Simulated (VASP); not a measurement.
Band structure of CuO (relaxed from the CsCl structure, space group Pm-3m). Calculation: PBEsol GGA, VASP's PBE PAW potentials (set 64) (plane waves; VASP 6.6.1).

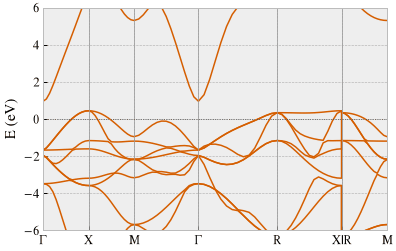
Figure: Bands along high-symmetry lines, zero at the valence-band maximum or, without a gap, the Fermi level

**Question.** Read the plot: is there a gap, and where are the band edges?

**Answer.** It has no gap at this level: it comes out as a metal or semimetal. (Edges off the drawn lines would not show.)

The structure was generated: CuO was put into the CsCl type (Pm-3m), which need not be its known phase. It was relaxed first, which changed the volume by +50 %. The electron count is odd and the run is not spin-polarised, which forces a metal.
